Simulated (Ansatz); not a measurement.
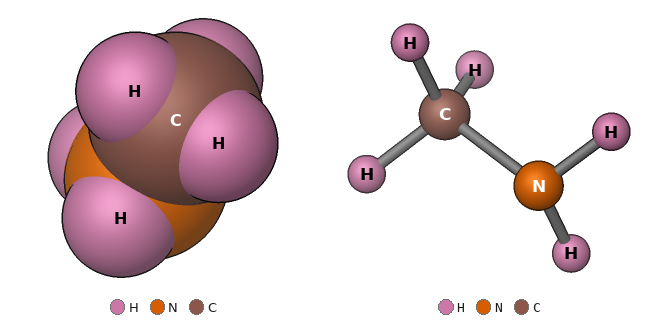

Two views of one molecule.

Describe the molecule.

It has 7 atoms: 1 carbon, 5 hydrogen and 1 nitrogen (CH₅N). The point group is Cs. Coordination: 1 N trigonal pyramidal; 1 C tetrahedral.

The parts below concern this one geometry. Atoms keep their numbers from picture to picture. The computed structure is the end point of a PBE0-D4/def2-TZVP optimisation.

**Geometry**

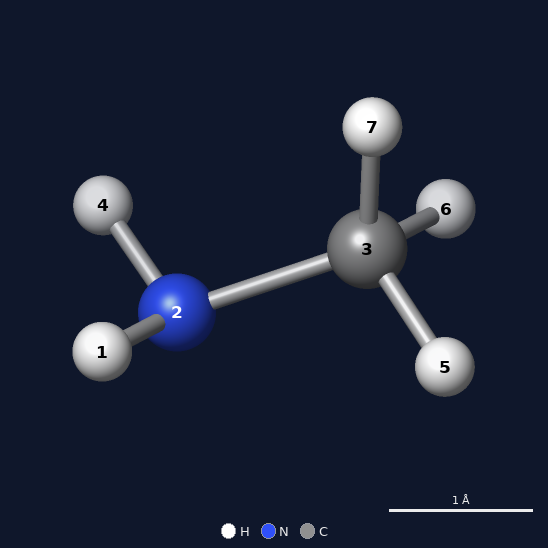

The atoms are numbered.

Estimate the angles H1–N2–H4, H1–N2–C3, N2–C3–H5, N2–C3–H7, H5–C3–H6, H5–C3–H7.

| angle | degrees |
| --- | --- |
| H1–N2–H4 | 106.7 |
| H1–N2–C3 | 110.6 |
| N2–C3–H5 | 109.4 |
| N2–C3–H7 | 115.4 |
| H5–C3–H6 | 106.9 |
| H5–C3–H7 | 107.7 |

**Electronic properties**

Method: RKS PBE0-D4/def2-TZVPP (Ansatz 0.2.0).

Predict the main results.

- HOMO energy (Kohn–Sham orbital): −6.79 eV
- LUMO energy (Kohn–Sham orbital): 1.16 eV
- HOMO–LUMO gap: 7.96 eV
- dispersion correction: −4.4 kJ/mol

**Vibrations**

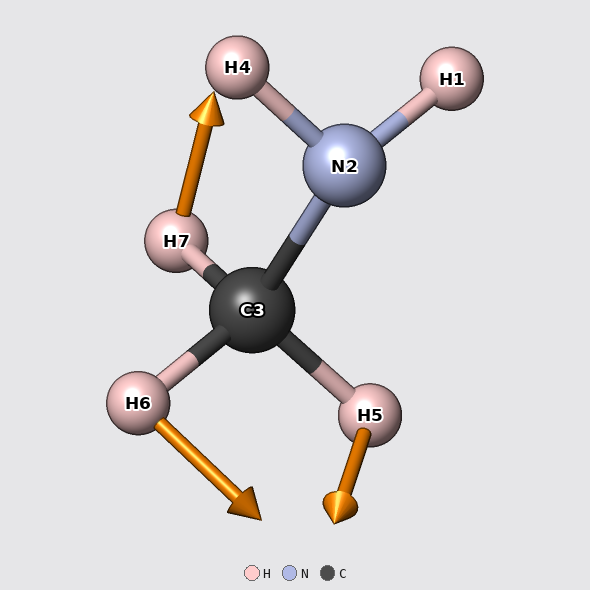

The arrows show one normal mode. Harmonic vibrations computed with RKS PBE0-D4/def2-TZVP (Ansatz 0.2.0) at a stationary point of the same level.

Describe the motion.

Answer. Mostly H–C–H bending.

Estimate its harmonic wavenumber.

Answer. 1490 cm⁻¹; it is mode 8 of 15 counted from the lowest.

**Dipole moment**

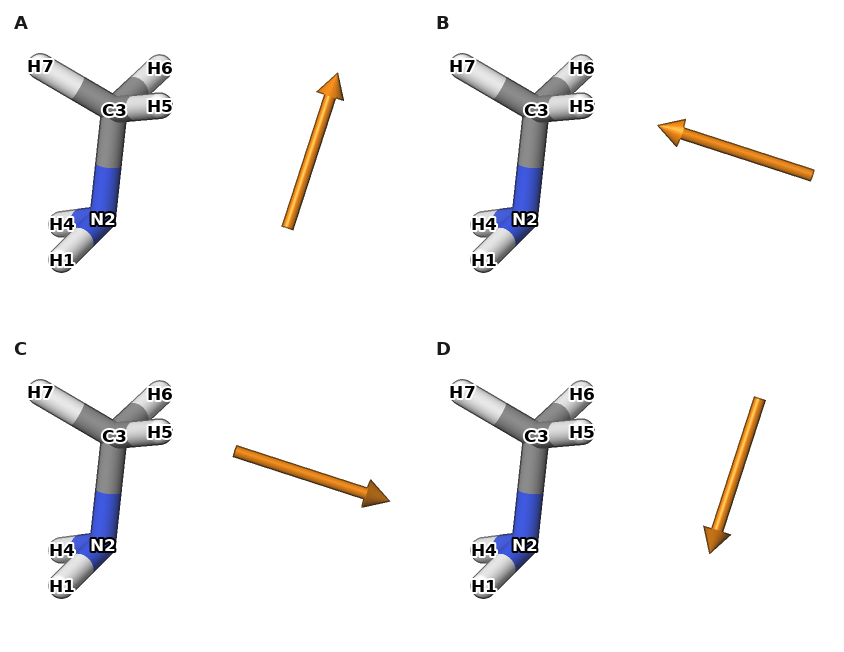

The same molecule four times, each with an arrow. Level of theory: RKS PBE0-D4/def2-TZVP (Ansatz 0.2.0).

Which arrow points along the dipole moment, from the negative to the positive end?

Answer. B. The dipole moment is 1.35 D; it points from the side of N2, H5, H6 to the side of H7 (the outermost atoms at the two ends).

**Charges**

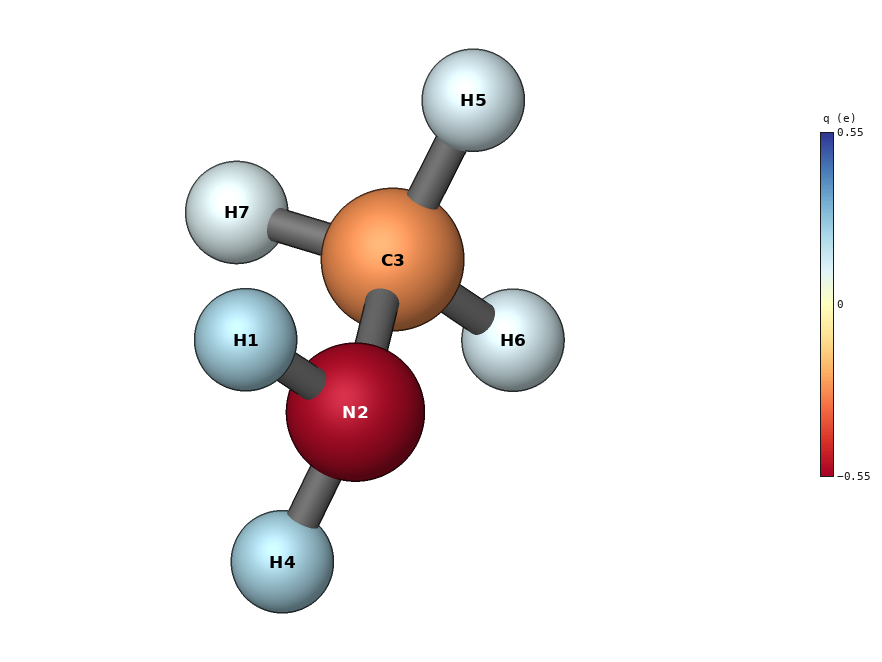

Atoms are coloured by their Mulliken charges. Method: RKS PBE0-D4/def2-TZVP (Ansatz 0.2.0).

Give the Mulliken charges atom by atom.

```
atom  value (e)
  H1       0.22
  N2      −0.52
  C3      −0.27
  H4       0.22
  H5       0.12
  H6       0.12
  H7       0.10
```

Mulliken values depend strongly on the basis set and can even reverse the polarity of a bond.
